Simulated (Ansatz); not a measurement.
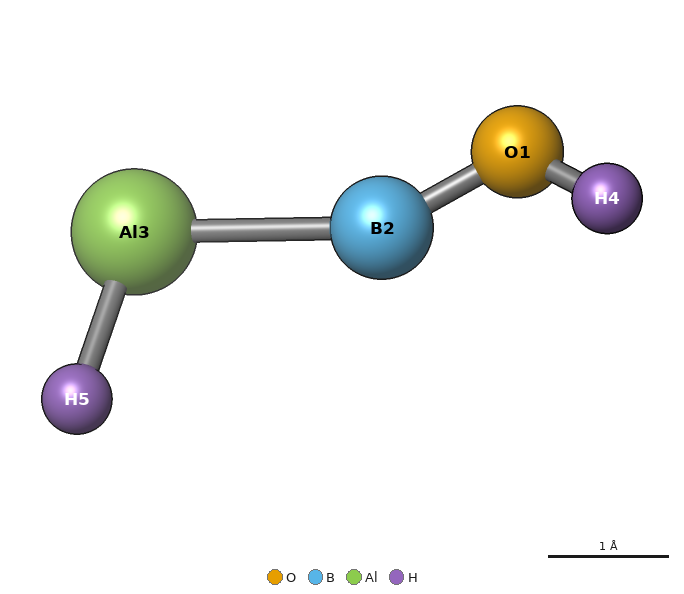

Orthographic view. Depth is shown by fading: the farther an atom, the more it takes the colour of the background. The geometry was computed by an optimisation with PBE0-D4/def2-TZVP. No frequency run is at hand to confirm it as a minimum.

Give the geometry as a Z-matrix, atoms in numerical order, with these reference atoms: 2 to 1; 3 to 2, 1; 4 to 1, 2, 3; 5 to 3, 2, 1.

```
O  
B    1   1.303
Al   2   2.164   1   147.2
H    1   0.964   2   118.4   3   180.0
H    3   1.623   2   100.4   1   179.9
```
